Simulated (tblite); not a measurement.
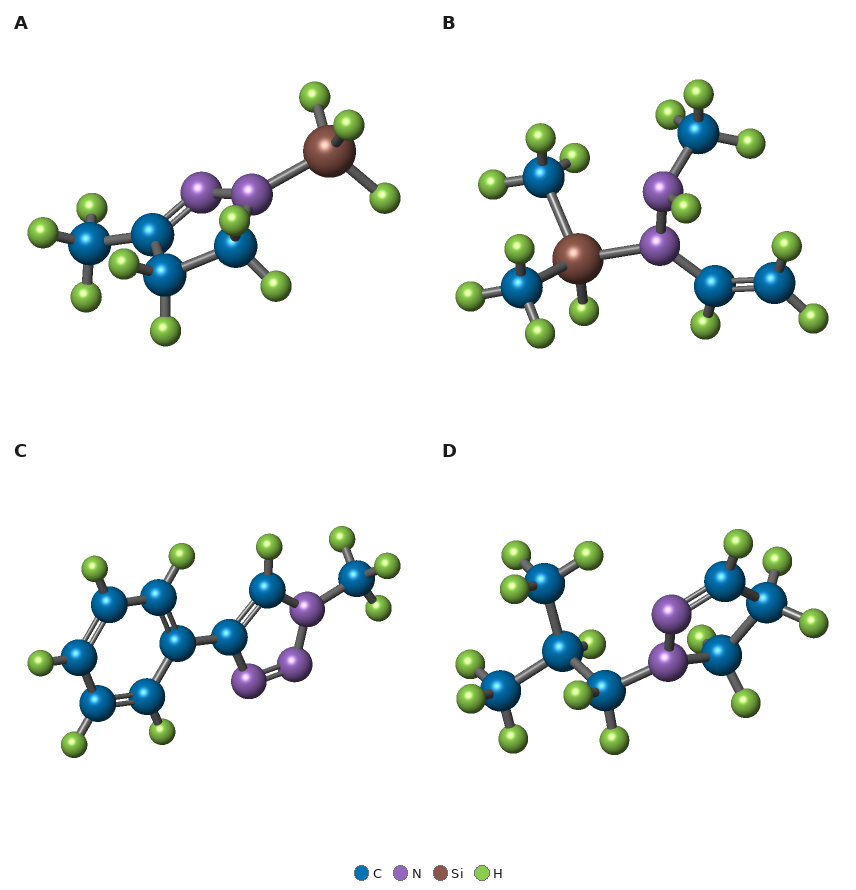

Figure made from data computed with tblite.

Which panel belongs to which SMILES?
(1) CC1=NN([SiH3])CC1
(2) C=CN(NC)[SiH](C)C
(3) CC(C)CN1CCC=N1
(4) Cn1cc(-c2ccccc2)nn1

Answer. A is (1), B is (2), C is (4), D is (3).
